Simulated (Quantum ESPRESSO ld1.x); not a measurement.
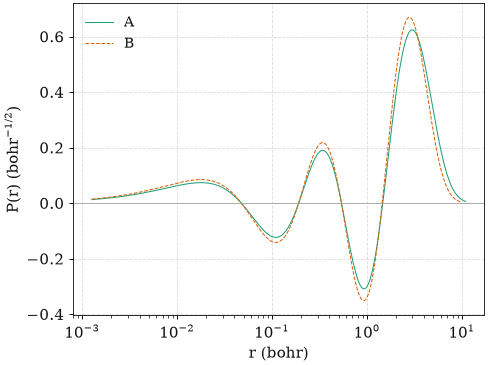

Two charge states of zirconium were computed: Zr²⁺ in [Kr] 4d1 5s1 (open shells shared over both j by 2j + 1); Zr⁺ in [Kr] 4d2 5s1 (open shells shared over both j by 2j + 1). Level of theory: Dirac Kohn-Sham, relativistic LDA (MacDonald-Vosko exchange, VWN5 correlation), spin-unpolarised, spherical densities, point nucleus. Computed with Quantum ESPRESSO ld1.x 7.5.

The plot shows P(r) = r R(r) of the 5s orbital in both runs (large components where relativistic).

Q: Which curve belongs to which run?

Answer: A is Zr⁺ in [Kr] 4d2 5s1 (open shells shared over both j by 2j + 1) (⟨r⟩ = 3.40 bohr, eigenvalue −10.2 eV); B is Zr²⁺ in [Kr] 4d1 5s1 (open shells shared over both j by 2j + 1) (⟨r⟩ = 3.08 bohr, eigenvalue −17.7 eV). Fewer electrons screen less, so the orbital shrinks.
